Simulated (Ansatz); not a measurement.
# BH₃Br (doublet): from Hartree-Fock to the top rungs at distance Br1–H2 along a hydrogen transfer = 1.469 Å, cc-pVDZ

How much of the correlation energy of BH₃Br (doublet) does each wave-function method recover here?

The runs use Ansatz 0.2.0, Gaussian basis; cc-pVDZ, core rule «outside noble gas», up to 15 orbitals frozen.

Plan: UHF; CCSD(T) on ROHF; CCSD(T) on UHF; BCCD(T) on ROHF; CISD; CCSDT(Q) on ROHF; CCSDT(Q) on UHF; CASSCF and MRCISD+Q, 3 electrons in 3 orbitals; CASSCF and NEVPT2, 3 electrons in 3 orbitals.

16 further runs of the same task are left out: 9 for a known fault of the program, 1 for a mislabelled method, 6 that didn't finish.

### 1 The geometry

The geometry derives from fragments relaxed apart (PBE0/def2-TZVP) and kept rigid, so it is no stationary point. A hydrogen atom is moved between rigid fragments. No spin-orbit coupling is included. The filled d shell of Br may be among the frozen orbitals whatever the setting's name suggests; the logs give the count.

5 atoms, charge 0, spin multiplicity 2.

Atoms are counted from 1 here; the program's logs count them from 0.

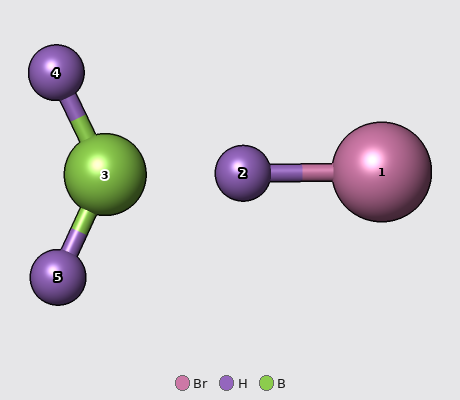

The structure; bromine pink, hydrogen purple, boron green; atoms are numbered from 1 in the order of the file.

### 2 UHF

Input file in.yaml:

```yaml
crystal:
  periodic: [false, false, false]
  atoms:
    - {symbol: Br, position_ang: [-0.427674, 0.000000, 0.000000]}
    - {symbol: H, position_ang: [1.041326, 0.000000, 0.000000]}
    - {symbol: B, position_ang: [2.502326, 0.000000, 0.000000]}
    - {symbol: H, position_ang: [3.011399, 0.000000, 1.077008]}
    - {symbol: H, position_ang: [3.011399, 0.000000, -1.077008]}
basis:
  gaussian: {orbitals: cc-pVDZ}
magnetization: {spin_polarized: true, initial_magnetization: 1}
hamiltonian: {xc: hf}
output: {orbitals: {seedname: orbitals}}
```

On the command line:

```bash
ansatz run in.yaml --threads 1 --pin off --events-out ev --progress --plain --max-ram 2393MiB
```

After this run come: CCSD(T) on ROHF; CCSD(T) on UHF; BCCD(T) on ROHF; CISD; CCSDT(Q) on ROHF; CCSDT(Q) on UHF; CASSCF and MRCISD+Q, 3 electrons in 3 orbitals; CASSCF and NEVPT2, 3 electrons in 3 orbitals.

Before running them: what should the planned runs give, taken together? Wanted: UCCSDT(Q) below the RHF energy; RMP2 from UCCSDT(Q); UMP2 from UCCSDT(Q); RCCSD from UCCSDT(Q); RCCSD(T) from UCCSDT(Q); UCCSD(T) from UCCSDT(Q); RCCSDT(Q) from UCCSDT(Q); NEVPT2 pair from UCCSDT(Q); MRCISD+Q pair from UCCSDT(Q).

As calculated:

```
                         quantity                                                                  value
   UCCSDT(Q) below the RHF energy                                                             -6.7966 eV
              RMP2 from UCCSDT(Q)                                                            +1046.6 meV
              UMP2 from UCCSDT(Q)                                                            +1088.5 meV
             RCCSD from UCCSDT(Q)                                                             +154.0 meV
          RCCSD(T) from UCCSDT(Q)                                                              +29.1 meV
          UCCSD(T) from UCCSDT(Q)                                                              +29.1 meV
         RCCSDT(Q) from UCCSDT(Q)                                                               +0.9 meV
       NEVPT2 pair from UCCSDT(Q)                                                            +1058.4 meV
     MRCISD+Q pair from UCCSDT(Q)                                                              +39.9 meV
levels within 1 kcal/mol (43 meV)  RCCSD(T), UCCSD(T), BCCD(T), RCCSDT, UCCSDT, RCCSDT(Q), MRCISD+Q pair
                    T1 diagnostic                                                                  0.017
```

RCCSD(T) lands +29.1 meV from the yardstick (0.4 % of the correlation energy). Of the multireference levels listed MRCISD+Q pair comes nearest in total energy (+39.9 meV), which doesn't show that its space is the better one. These misses are within one basis, not against nature; the frozen cores of restricted and unrestricted runs differ, which can shift their rows.
